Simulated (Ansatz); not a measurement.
# GeH4 (germane) at 6 levels

Wanted: a comparison of 6 runs (HSE06/STO-3G, PBE/STO-3G, r2SCAN0/STO-3G, wB97M-V/STO-3G, wB97X/STO-3G, MP2/STO-3G) of GeH4 (germane). 

Program for the calculation: Ansatz 0.2.0.

32 further runs of the same task are left out: 3 that didn't finish, 29 set aside as unsound or not needed.

### Step 1. The system as given

GeH4 has 5 atoms, charge 0, and is taken as a singlet. As SMILES, `[GeH4]`. The H3–Ge1 distance was set to 1.918 Å, away from the relaxed value.

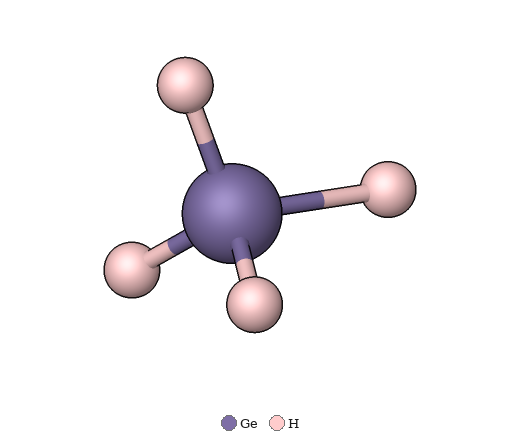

Viewed from a chosen angle; germanium purple, hydrogen pink.

### Step 2. A single-point energy at HSE06/STO-3G (run 1)

input.yaml reads:

```yaml
basis:
  gaussian: {orbitals: STO-3G}
crystal:
  periodic: [false, false, false]
  atoms:
    - {symbol: Ge, position_ang: [0.309840, 0.007625, -0.226061]}
    - {symbol: H, position_ang: [1.457840, -0.748775, 0.454539]}
    - {symbol: H, position_ang: [-1.238800, -0.030000, 0.904200]}
    - {symbol: H, position_ang: [-0.019460, -0.661575, -1.566661]}
    - {symbol: H, position_ang: [0.729540, 1.462925, -0.470161]}
hamiltonian: {xc: {name: HSE06}}
accuracy: high
```

Started as:

```
$ ansatz run input.yaml --threads 1 --pin off --max-ram 2610MiB --events-out events.jsonl --progress --plain --runs-dir runs
```

Output:

```text
Warning: RAYON_NUM_THREADS=1 ignored (pool sized by the plan → 1); use --threads N
Functional definition: HSE06
  name "HSE06"
  parameter a = 0.25
  parameter omega = 0.11/bohr
  exchange = pbe_x - a*pbe_x_sr(omega) + a*exact_x_sr(omega)
  correlation = pbe_c
285 factors; integrals over basis functions are off by at most 1.9e-8 eV
53 factors; integrals over basis functions are off by at most 4.3e-10 eV
mean field evaluation 1: about -55923.0773 eV, gradient 1.7e1 eV
mean field evaluation 2: about -55923.4047 eV, gradient 1.2e1 eV
mean field evaluation 4: about -55924.0392 eV, gradient 2.6e-1 eV
mean field evaluation 8: about -55923.9915 eV, gradient 1.3e-3 eV
mean field -55923.99146000 eV, -2055.1687795120 hartree, gradient 1.4e-8 eV, S^2 0.000000; 0 other end points of the search recorded, 0 dependent functions left out
reference -55923.99146173 eV, -2055.1687795755 hartree; 18, 18 occupied and 4, 4 virtual orbitals, 285 factors
Total energy: -55923.99146173 eV, -2055.1687795755 hartree
```

It took 1.2 s on 1 thread of Arm Neoverse V1, shared host; peak memory 0.091 GiB.

### Step 3. The energy at PBE/STO-3G (run 2)

run.yaml reads:

```yaml
crystal:
  periodic: [false, false, false]
  atoms:
    - {symbol: Ge, position_ang: [0.309840, 0.007625, -0.226061]}
    - {symbol: H, position_ang: [1.457840, -0.748775, 0.454539]}
    - {symbol: H, position_ang: [-1.238800, -0.030000, 0.904200]}
    - {symbol: H, position_ang: [-0.019460, -0.661575, -1.566661]}
    - {symbol: H, position_ang: [0.729540, 1.462925, -0.470161]}
basis:
  gaussian:
    orbitals: STO-3G
hamiltonian:
  xc: {name: PBE}
accuracy: high
```

Started as:

```
$ ansatz run run.yaml --threads 1 --pin off --max-ram 2610MiB --events-out events.jsonl --progress --plain --runs-dir runs
```

Output:

```text
Warning: RAYON_NUM_THREADS=1 ignored (pool sized by the plan → 1); use --threads N
Functional definition: PBE
  name "PBE"
  parameter kappa = 0.804
  parameter beta = 0.06672455060314922
  exchange = pbe_x(kappa = kappa, mu = beta*pi^2/3)
  correlation = pbe_c(beta = beta)
285 factors; integrals over basis functions are off by at most 1.9e-8 eV
mean field evaluation 1: about -55776.4732 eV, gradient 2.4e2 eV
mean field evaluation 2: about -55880.3315 eV, gradient 7.0e1 eV
mean field evaluation 4: about -55918.9906 eV, gradient 1.1e1 eV
mean field evaluation 8: about -55919.3883 eV, gradient 9.7e-2 eV
mean field evaluation 16: about -55919.3884 eV, gradient 4.1e-7 eV
mean field -55919.38835228 eV, -2054.9996184236 hartree, gradient 4.6e-8 eV, S^2 0.000000; 0 other end points of the search recorded, 0 dependent functions left out
reference -55919.38835401 eV, -2054.9996184872 hartree; 18, 18 occupied and 4, 4 virtual orbitals, 285 factors
Total energy: -55919.38835401 eV, -2054.9996184872 hartree
```

Wall time 0.99 s (1 thread of Arm Neoverse V1, shared host).

Run 3 isn't shown in full; the table further down has it.

### Step 4. A single-point energy at wB97M-V/STO-3G (run 4)

Edit input.yaml of step 2 so:

```diff
@@ -1,3 +1,4 @@
 basis:
-  gaussian: {orbitals: STO-3G}
+  gaussian:
+    orbitals: STO-3G
 crystal:
@@ -10,3 +11,4 @@
     - {symbol: H, position_ang: [0.729540, 1.462925, -0.470161]}
-hamiltonian: {xc: {name: HSE06}}
+hamiltonian:
+  xc: {name: wB97M-V}
 accuracy: high
```

Started as:

```
$ ansatz run input.yaml --threads 1 --pin off --max-ram 2610MiB --events-out events.jsonl --progress --plain --runs-dir runs
```

Output, shortened:

```text
Warning: RAYON_NUM_THREADS=1 ignored (pool sized by the plan → 1); use --threads N
Functional definition: wB97M-V
  name "wB97M-V"
[...]
  gx(w, u) = 1 - cx + cx01*u + cx10*w
  gss(w, u) = css00 + css04*u^4 + css10*w + css20*w^2 + css43*w^4*u^3
  gos(w, u) = cos00 + cos10*w + (cos20 + cos21*u)*w^2 + (cos60 + cos61*u)*w^6
[...]
      + integral(e_c_pw_mod_opposite_spin*gos(b97_w_opposite, b97_u_opposite)) + vv10(b, c)
285 factors; integrals over basis functions are off by at most 1.9e-8 eV
110 factors; integrals over basis functions are off by at most 4.5e-10 eV
[...]
mean field -55931.66083160 eV, -2055.4506237199 hartree, gradient 4.1e-8 eV, S^2 0.000000; 0 other end points of the search recorded, 0 dependent functions left out
reference -55931.66083407 eV, -2055.4506238106 hartree; 18, 18 occupied and 4, 4 virtual orbitals, 285 factors
Total energy: -55931.66083407 eV, -2055.4506238106 hartree
```

It took 14 s on 1 thread of Arm Neoverse V1, shared host; peak memory 0.24 GiB.

Run 5 isn't shown in full; the table further down has it.

### Step 5. The energy at MP2/STO-3G (run 6)

Edit input.yaml of step 4 so:

```diff
@@ -1,4 +1 @@
-basis:
-  gaussian:
-    orbitals: STO-3G
 crystal:
@@ -11,4 +8,5 @@
     - {symbol: H, position_ang: [0.729540, 1.462925, -0.470161]}
-hamiltonian:
-  xc: {name: wB97M-V}
+basis:
+  gaussian: {orbitals: STO-3G}
+correlation: {method: mp2, frozen_orbitals: {Ge: 9, H: 0}}
 accuracy: high
```

Started as:

```
$ ansatz run input.yaml --threads 1 --pin off --max-ram 2610MiB --events-out events.jsonl --progress --plain --runs-dir runs
```

Output:

```text
Warning: RAYON_NUM_THREADS=1 ignored (pool sized by the plan → 1); use --threads N
Functional definition: HF
  name "HF"
  exchange = exact_x
  correlation = 0
285 factors; integrals over basis functions are off by at most 1.9e-8 eV
mean field evaluation 1: about -55892.3244 eV, gradient 6.3e0 eV
mean field evaluation 2: about -55892.3151 eV, gradient 6.2e0 eV
mean field evaluation 4: about -55892.5639 eV, gradient 2.8e-1 eV
mean field evaluation 8: about -55892.5644 eV, gradient 2.3e-7 eV
mean field -55892.56442122 eV, -2054.0138571389 hartree, gradient 2.3e-8 eV, S^2 0.000000; 0 other end points of the search recorded, 0 dependent functions left out
9 core orbitals not correlated: weight in the atoms' cores, before any rotation towards them, 1.000 or more for the frozen orbitals, at most 0.000 for the correlated occupied ones
reference -55892.56442122 eV, -2054.0138571389 hartree; 9, 9 occupied and 4, 4 virtual orbitals, 285 factors
second order -1.39369523 eV of doubles, -0.00000000 eV of singles
Total energy: -55893.95811644 eV, -2054.0650744938 hartree
```

Wall time 0.12 s (1 thread of Arm Neoverse V1, shared host).

### Step 6. All runs side by side

| run | level | frozen core orbitals | energy (Eh) | wall time |
| --- | --- | --- | --- | --- |
| 1 | HSE06/STO-3G | – | -2055.168780 | 1.2 s |
| 2 | PBE/STO-3G | – | -2054.999618 | 0.99 s |
| 3 | r2SCAN0/STO-3G | – | -2055.503987 | 2.4 s |
| 4 | wB97M-V/STO-3G | – | -2055.450624 | 14 s |
| 5 | wB97X/STO-3G | – | -2055.444101 | 4.8 s |
| 6 | MP2/STO-3G | 9 | -2054.065074 | 0.12 s |

### Step 7. Summary of results

| quantity | value |
| --- | --- |
| run 6: total energy | -2054.06507 Eh |
| run 6: correlation energy (9 core orbitals frozen) | -51.2 mEh |

What this shows: Totals of different functionals can't be ranked against each other. In runs 1, 2, 3, 4, 5, 6 the basis is minimal, so the values are rough. All runs together took 23 s, the longest 14 s.
